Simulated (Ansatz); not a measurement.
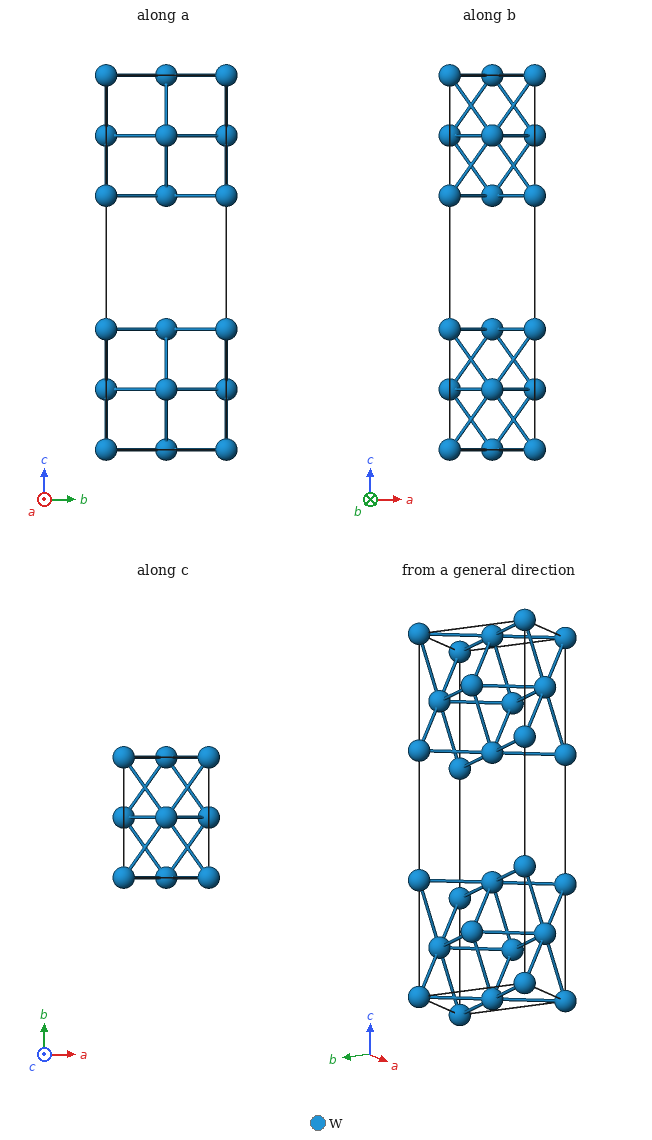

Structure drawing (ball-and-stick), viewed along the a axis, along the b axis, along the c axis and from a general direction. One conventional unit cell is framed, with atoms on its boundary repeated.

The cell measures a = 3.184 Å, b = 4.502 Å, c = 14.004 Å, α = 90.00°, β = 90.00°, γ = 90.00°.

How many atoms count towards one cell?

Answer. 10 (tungsten), counting shared atoms by their share.

Which Bravais lattice does it have?

Answer. Base-centred orthorhombic.

Which space group does it belong to?

Answer. Cmmm (No. 65), with W on 4k, W on 4l and W on 2a.

What extended units do the bonds make?

Answer. The bonds build W layers parallel to (001).

Origin of the cell: the standard structure of this element; a slab was cut from it. Earlier steps of the study may have refined or changed the cell and positions. It was run through Ansatz as a DFT input.

At this level of theory the cell isn't at rest (forces up to 0.7 eV/Å), so its distances can differ from those at equilibrium, the more so the softer the solid.
